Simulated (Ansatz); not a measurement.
Consider H$_{2}$O.

Input file:

```
crystal:
  periodic: [false, false, false]
  atoms:
    - { symbol: O, position_ang: [0.0073, 0.3977, 0.0] }
    - { symbol: H, position_ang: [-0.767, -0.1849, 0.0] }
    - { symbol: H, position_ang: [0.7597, -0.2129, 0.0] }
basis:
  gaussian:
    orbitals: def2-SVP
hamiltonian:
  xc: revpbe
output:
  orbitals: {}
  forces: true
```

Run with:

```sh
python methods_h2o.py
```

Not at a stationary point (largest force 0.5 eV/Å).

All numbers below come from SCF revpbe, Gaussian basis in Ansatz 0.2.0.

Question: What can the converged electron density and electron localisation function tell about the bonding?

Answer: O–H (0.97 Å): ρ is about 3.6 e/Å³ halfway; the ELF climbs to about 1 towards the hydrogen, as it does in any bond to H (an ordinary covalent bond to hydrogen).

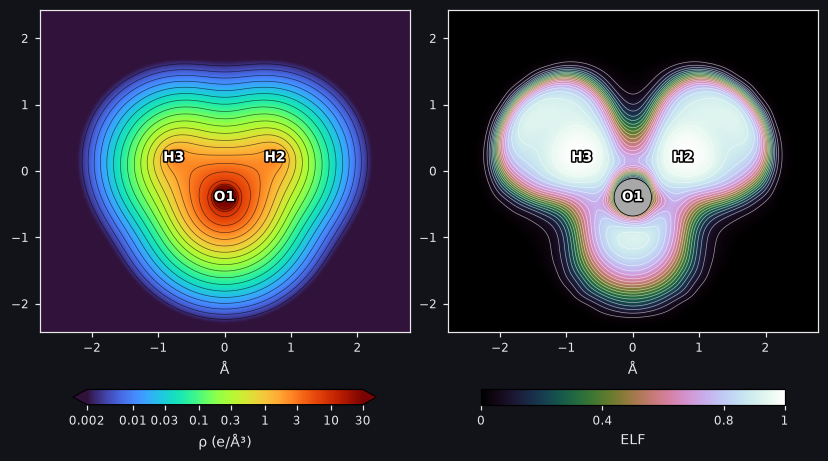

Computed electron density and electron localisation function on the molecular plane, in this order. Grey discs cover the atomic cores in the ELF map. 
